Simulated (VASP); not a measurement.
Band structure of ZnO (wurtzite). Computed with revTPSS meta-GGA, VASP's PBE PAW potentials (set 64) (plane waves; VASP 6.6.1).

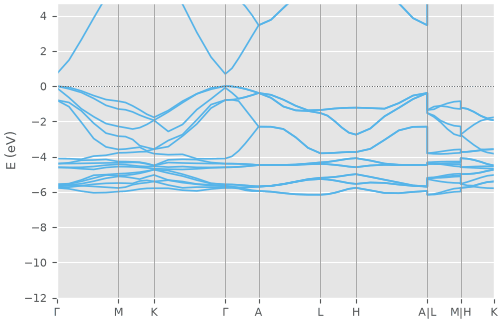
Fig. 1. Bands along high-symmetry lines, zero at the valence-band maximum or, without a gap, the Fermi level

### Question
Read the plot: is there a gap, and where are the band edges?

### Answer
The gap is direct, 0.69 eV, from the valence maximum at Γ to the conduction minimum at Γ.

Measured: gap 3.60 eV (computed value off by -2.91 eV), as given by Wei Chen et al., Physical Review Materials (2018), doi:10.1103/physrevmaterials.2.073803 [zero-point renormalisation of 0.16 eV added back (the table's ZPR column)].

The compound is ZnO in the wurtzite structure. It was relaxed first.
